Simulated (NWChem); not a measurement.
**One shape, several levels: C2H6BeO (BeMe(OMe))**

We compute a comparison of 4 runs (HF/STO-3G, HF/3-21G, B3LYP/6-31G*) of C2H6BeO (BeMe(OMe)). 

The results are computed with NWChem 7.3.0.

### 1 The structure to begin with

The species is C2H6BeO (10 atoms), meant as a singlet with charge 0. As SMILES, `[CH3][Be][O]C`. Geometry: a GFN2-xTB relaxation, a rough one for these elements and not checked as a minimum.

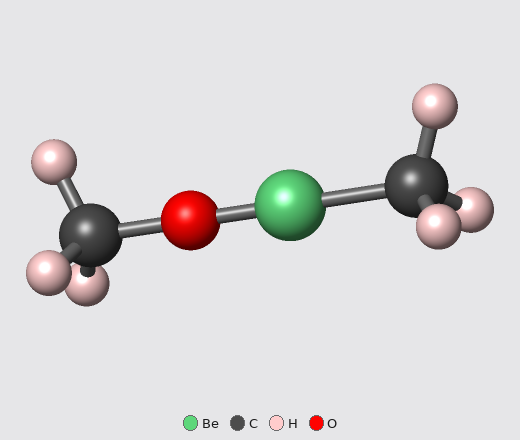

Viewed from a chosen angle; beryllium green, carbon dark grey, hydrogen pink, oxygen red.

### 2 Energy and forces at HF/STO-3G (run 1)

File sp.xyz:

```xyz
10
C2H6BeO hf
Be     0.022820    -0.171970     0.493670
C      0.110880    -0.735120     2.130760
H     -0.830590    -0.664220     2.669470
H      0.825990    -0.189560     2.741610
H      0.406500    -1.777720     2.217900
O     -0.043490     0.274300    -0.800220
C     -0.109400     0.722830    -2.093780
H     -1.050430     1.257530    -2.264360
H     -0.055460    -0.119880    -2.792530
H      0.723170     1.403810    -2.302520
```

File sp.nw:

```
start sp
title "C2H6BeO hf"
memory total 2200 mb
geometry noautosym nocenter noautoz
   load sp.xyz
end
basis spherical bse
   Be library STO-3G
   C library STO-3G
   H library STO-3G
   O library STO-3G
end
scf
   thresh 1e-08
   maxiter 80
end
task scf gradient
```

Started as:

```console
$ nwchem sp.nw > sp.out
```

Log:

```text
[...]
  functions       =    26
[...]
  wavefunction    = RHF
[...]
         Total SCF energy =   -166.662709609849
      One-electron energy =   -413.040109993497
      Two-electron energy =    152.831463991680
 Nuclear repulsion energy =     93.545936391968
        Time for solution =      1.1s
[...]
                         RHF ENERGY GRADIENTS
    atom               coordinates                        gradient
                 x          y          z           x          y          z
   1 Be      0.043124  -0.324976   0.932901    0.002373  -0.016407   0.047360
   2 C       0.209533  -1.389175   4.026553   -0.000645   0.002097  -0.005796
   3 H      -1.569588  -1.255194   5.044567    0.001388  -0.002383   0.006066
   4 H       1.560895  -0.358216   5.180892   -0.000217  -0.002852   0.006060
   5 H       0.768174  -3.359404   4.191223    0.000159  -0.001245   0.006551
   6 O      -0.082184   0.518352  -1.512197   -0.004323   0.030116  -0.087029
   7 C      -0.206736   1.365951  -3.956670    0.000756  -0.005340   0.016498
   8 H      -1.985025   2.376387  -4.279020    0.000390  -0.001403   0.003361
   9 H      -0.104804  -0.226540  -5.277117    0.000112  -0.001149   0.003347
  10 H       1.366593   2.652816  -4.351132    0.000008  -0.001434   0.003582
[...]
```

It took 2.3 s on 1 thread of AMD EPYC 7R13 (Zen 3), shared host; peak memory 0.098 GiB.

### 3 Energy and forces at HF/3-21G (run 2)

File calc.nw:

```
start calc
title "C2H6BeO gradient"
memory 2200 mb

geometry noautosym nocenter noautoz
 Be       0.022820      -0.171970       0.493670
 C        0.110880      -0.735120       2.130760
 H       -0.830590      -0.664220       2.669470
 H        0.825990      -0.189560       2.741610
 H        0.406500      -1.777720       2.217900
 O       -0.043490       0.274300      -0.800220
 C       -0.109400       0.722830      -2.093780
 H       -1.050430       1.257530      -2.264360
 H       -0.055460      -0.119880      -2.792530
 H        0.723170       1.403810      -2.302520
end

basis spherical bse
 Be library 3-21G
 C library 3-21G
 H library 3-21G
 O library 3-21G
end

scf
 thresh 1e-08
 maxiter 80
 noprint "final vectors analysis"
end

task scf gradient
```

Started as:

```console
$ nwchem calc.nw > calc.out
```

Log:

```text
[...]
  functions       =    48
[...]
  wavefunction    = RHF
[...]
         Total SCF energy =   -167.866648666933
      One-electron energy =   -413.363820206518
      Two-electron energy =    151.951235147616
 Nuclear repulsion energy =     93.545936391968
        Time for solution =      1.0s
[...]
                         RHF ENERGY GRADIENTS
    atom               coordinates                        gradient
                 x          y          z           x          y          z
   1 Be      0.043124  -0.324976   0.932901   -0.001759   0.011430  -0.033258
   2 C       0.209533  -1.389175   4.026553   -0.000374   0.001112  -0.003046
   3 H      -1.569588  -1.255194   5.044567    0.005019  -0.002350   0.003070
   4 H       1.560895  -0.358216   5.180892   -0.003127  -0.004710   0.002761
   5 H       0.768174  -3.359404   4.191223   -0.001079   0.003189   0.005331
   6 O      -0.082184   0.518352  -1.512197   -0.000044   0.001319  -0.003577
   7 C      -0.206736   1.365951  -3.956670    0.001327  -0.009398   0.027896
   8 H      -1.985025   2.376387  -4.279020   -0.007154   0.002997   0.001707
   9 H      -0.104804  -0.226540  -5.277117    0.000534  -0.007728  -0.002481
  10 H       1.366593   2.652816  -4.351132    0.006656   0.004138   0.001598
[...]
```

Wall time 2.3 s (1 thread of AMD EPYC 7R13 (Zen 3), shared host); peak memory 0.098 GiB.

Run 3 isn't shown in full; the table further down has it.

### 4 Energy and gradient at B3LYP/6-31G(d) (Cartesian functions) (run 4)

File c2h6beo.xyz:

```xyz
10

Be     0.022820    -0.171970     0.493670
C      0.110880    -0.735120     2.130760
H     -0.830590    -0.664220     2.669470
H      0.825990    -0.189560     2.741610
H      0.406500    -1.777720     2.217900
O     -0.043490     0.274300    -0.800220
C     -0.109400     0.722830    -2.093780
H     -1.050430     1.257530    -2.264360
H     -0.055460    -0.119880    -2.792530
H      0.723170     1.403810    -2.302520
```

File run.py:

```python
from ase.io import read
from ase.calculators.nwchem import NWChem

system = read('c2h6beo.xyz')

calc = NWChem(
    label='c2h6beo',
    theory='dft',
    memory='2200 mb',
    basis='6-31G*',
    dft={'xc': 'b3lyp', 'mult': '1', 'grid': 'xfine', 'convergence': 'energy 1e-08', 'iterations': '100', 'mulliken': None},
)
system.calc = calc

forces = system.get_forces()
e = system.get_potential_energy()
print(f"E = {e:.6f} eV")
print("forces (eV/A):")
for s, f in zip(system.symbols, forces):
    print(f"{s:2s} {f[0]:10.5f} {f[1]:10.5f} {f[2]:10.5f}")
print("dipole (e A):", system.get_dipole_moment().round(4))
```

Started as:

```console
$ export ASE_NWCHEM_COMMAND="nwchem PREFIX.nwi > PREFIX.nwo"
$ python run.py
```

Log:

```text
E = -4622.033526 eV
forces (eV/A):
Be    0.07050   -0.44434    1.29722
C    -0.02175    0.19386   -0.57176
H    -0.44819    0.10819    0.03234
H     0.31290    0.32679    0.06258
H     0.12125   -0.40557   -0.17725
O    -0.00303   -0.02561    0.06304
C    -0.01080    0.08999   -0.29624
H    -0.06212    0.07600   -0.12418
H    -0.00093   -0.00370   -0.15098
H     0.04222    0.08449   -0.13483
dipole (e A): [-0.0144  0.0939 -0.2717]
```

The calculator wrote c2h6beo.nwi:

```
title "c2h6beo"

permanent_dir c2h6beo

scratch_dir c2h6beo

start c2h6beo

geometry units angstrom nocenter noautosym noautoz
  Be 2.2820000000000000e-02 -1.7197000000000001e-01 4.9367000000000000e-01
  C  1.1088000000000001e-01 -7.3512000000000000e-01 2.1307600000000000e+00
  H  -8.3059000000000005e-01 -6.6422000000000003e-01 2.6694700000000000e+00
  H  8.2599000000000000e-01 -1.8956000000000001e-01 2.7416100000000001e+00
  H  4.0649999999999997e-01 -1.7777200000000000e+00 2.2179000000000002e+00
  O  -4.3490000000000001e-02 2.7429999999999999e-01 -8.0022000000000004e-01
  C  -1.0940000000000000e-01 7.2282999999999997e-01 -2.0937800000000002e+00
  H  -1.0504300000000000e+00 1.2575300000000000e+00 -2.2643599999999999e+00
  H  -5.5460000000000002e-02 -1.1988000000000000e-01 -2.7925300000000002e+00
  H  7.2316999999999998e-01 1.4038100000000000e+00 -2.3025199999999999e+00
end

memory 2200 mb

basis noprint
   * library 6-31G*
end

dft
  xc b3lyp
  mult 1
  grid xfine
  convergence energy 1e-08
  iterations 100
  mulliken
end

task dft gradient
```

c2h6beo.nwo:

```text
Northwest Computational Chemistry Package (NWChem) 7.3.0
             --------------------------------------------------------

           Job information
           ---------------

    nwchem branch   = 7.3.0
    use scalapack   = T
    input           = c2h6beo.nwi
    prefix          = c2h6beo.
    data base       = c2h6beo/c2h6beo.db
    status          = startup
    nproc           =        1

           Memory information
           ------------------

[... 5 lines left out ...]
    hardfail = no
[... 108 lines left out ...]
  convergence criterion.
[... 43 lines left out ...]
          Spatial weights used:  Erf1
[... 32 lines left out ...]
 1-e energy   =    -410.746274
[... 43 lines left out ...]
           Coulomb energy =      176.075710590139
[... 573 lines left out ...]
          Convergence on density requested:  1.00D-05
[... 29 lines left out ...]
          total energy or number of iterations.
[... 36 lines left out ...]
                 ----------------------------------------
                 |  Time  |  1-e(secs)   |  2-e(secs)   |
                 ----------------------------------------
                 |  CPU   |       0.00   |       1.47   |
                 ----------------------------------------
                 |  WALL  |       0.00   |       1.47   |
                 ----------------------------------------

 Task  times  cpu:       25.6s     wall:       25.6s
 Total times  cpu:       25.6s     wall:       25.6s
```

Wall time 27 s (1 thread of AMD EPYC 7R13 (Zen 3), shared host); peak memory 0.15 GiB.

### 5 The series

| run | level | iteration cap | module | energy (Eh) | dipole moment (D) | HOMO energy (eV) | LUMO energy (eV) | wall time |
| --- | --- | --- | --- | --- | --- | --- | --- | --- |
| 1 | HF/STO-3G | 80 | scf | -166.662710 | 1.94 | -10.00 | 9.01 | 2.3 s |
| 2 | HF/3-21G | 80 | scf | -167.866649 | 1.46 | – | – | 2.3 s |
| 3 | B3LYP/6-31G* (spherical functions) | 100 | dft | -169.853850 | 1.38 | -7.77 | 1.52 | 25 s |
| 4 | B3LYP/6-31G* (Cartesian functions) | 100 | dft | -169.856601 | 1.38 | -7.77 | 1.48 | 27 s |

### 6 Outcome

```
                       quantity          value
            run 4: total energy  -169.85660 Eh
           run 4: dipole moment         1.38 D
             run 4: HOMO energy       -7.77 eV
             run 4: LUMO energy        1.48 eV
           run 4: HOMO–LUMO gap        9.25 eV
run 4: largest force on an atom     1.373 eV/Å
```

**Reading.** The dipole moment (its size) runs from 1.38 D (B3LYP/6-31G*) to 1.94 D (HF/STO-3G). The two ends differ in method and basis. Over runs 1, 3, 4 the HOMO–LUMO gap runs from 9.25 eV (B3LYP/6-31G*) to 19.01 eV (HF/STO-3G). In run 1 the basis is minimal, so the values are rough. All runs together took 57 s, the longest 27 s.
